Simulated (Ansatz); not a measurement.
**Effect of Hf → Zr on Hf**

Start from Hf in the hcp (Mg type) structure (space group P6_3/mmc, No. 194; a = 3.159 Å, c = 5.000 Å).

The change: Zr takes the place of Hf on all its sites, then cell and atoms are relaxed.

Level of theory: Kohn–Sham DFT with the PBEsol functional, run in Ansatz (a program for electronic structure) with PAW and 420 eV plane waves, spin-orbit coupling left out, earlier PAW set. Γ-centred 17×17×9 mesh, Fermi–Dirac width 0.05 eV.

```tsv
quantity	base	changed	shift
volume per atom	21.60 Å³	22.47 Å³	+0.87 Å³
density	13.72 g/cm³	6.74 g/cm³	-6.98 g/cm³
lattice parameter a	3.159 Å	3.185 Å	+0.026 Å
c/a ratio	1.583	1.607	+0.024
band gap	zero	zero	–
```

Final structure:

```
Zr
1.0
    3.18470     0.00000     0.00000
   -1.59235     2.75803     0.00000
    0.00000     0.00000     5.11726
Zr
2
Direct
  0.33333   0.66667   0.75000
  0.66667   0.33333   0.25000
```

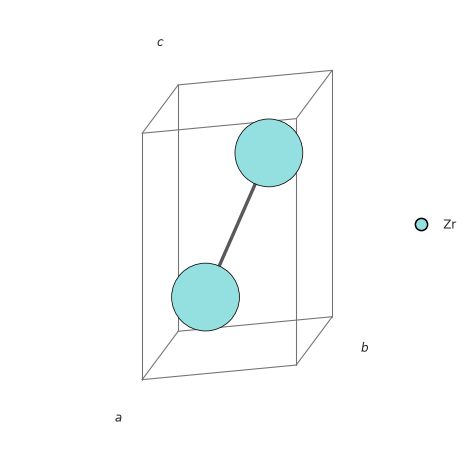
The relaxed conventional cell after the change

Whether these cells are dynamically stable was not tested. All final runs are without spin polarisation.
